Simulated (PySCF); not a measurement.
Vertical excitations of a molecule C2H9NSi2 from TDDFT-PBE/def2-SVPD (PySCF), as energy in eV (oscillator strength): 4.28 (0.001), 4.67 (0.007), 5.21 (0.006), 5.49 (0.026), 5.75 (0.014), 5.92 (0.037), 5.96 (0.008), 6.33 (0.005), 6.45 (0.007), 6.51 (0.000). Lowest triplet (TDA): 4.21 eV. Geometry: B3LYP-D3(BJ)/def2-SVP. One conformer was computed; it need not be the lowest.

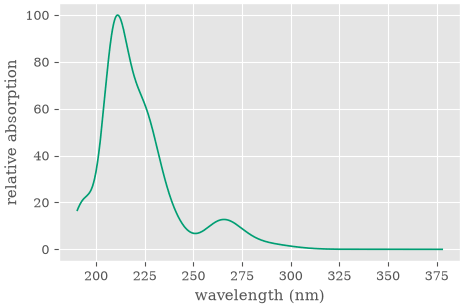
*The lines broadened by 0.4 eV.*

Q: Pick the molecule that these values belong to.
(A) [SiH3]N1C[SiH2]C1
(B) N[SiH2]/C=C/[SiH3]
(C) C1C[SiH2]N[SiH2]1
(D) C=C([SiH3])[SiH2]N

A: A, [SiH3]N1C[SiH2]C1
